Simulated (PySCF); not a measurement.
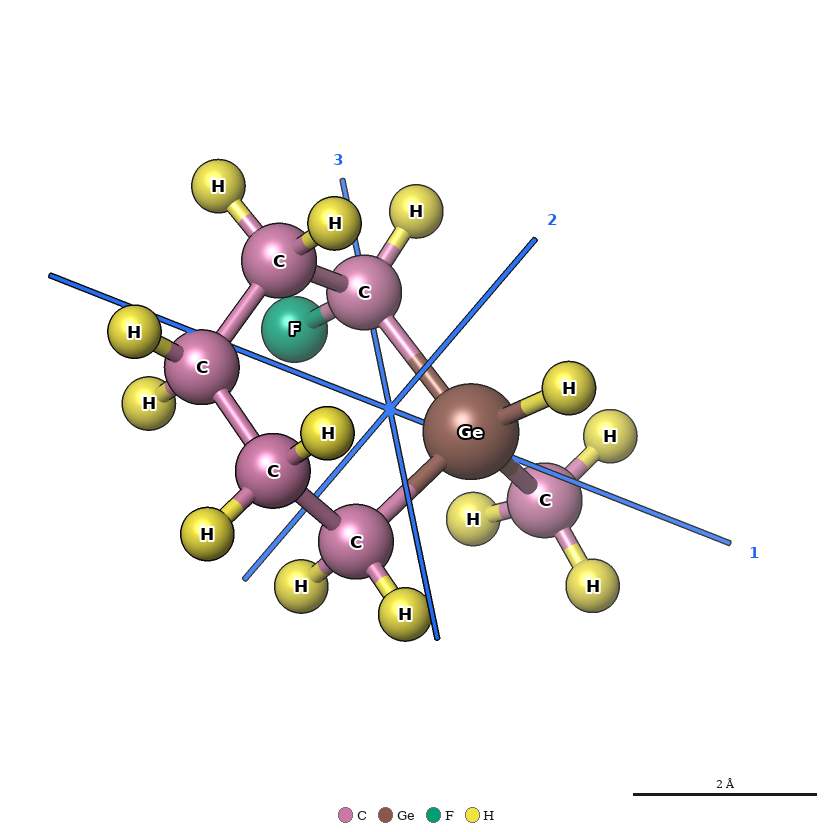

The three principal axes of inertia are drawn and numbered. Distant atoms are faded towards the background colour. The geometry was computed by an optimisation with PBE0-D3(BJ)/def2-SVP. No frequency run is at hand to confirm it as a minimum. Masses are those of the most abundant isotopes; constants are for the rigid equilibrium geometry.

> Which line is the a axis (least moment of inertia), which b and which c?

a is line 1, b is line 3, c is line 2; the moments are 246, 391, 522 u Å².

> What kind of rotor is it, and what are its rotational constants in cm⁻¹?

An asymmetric top (C1): A = 0.0686, B = 0.0431, C = 0.0323 cm⁻¹. Ray's parameter κ is −0.41, nearer the prolate limit.
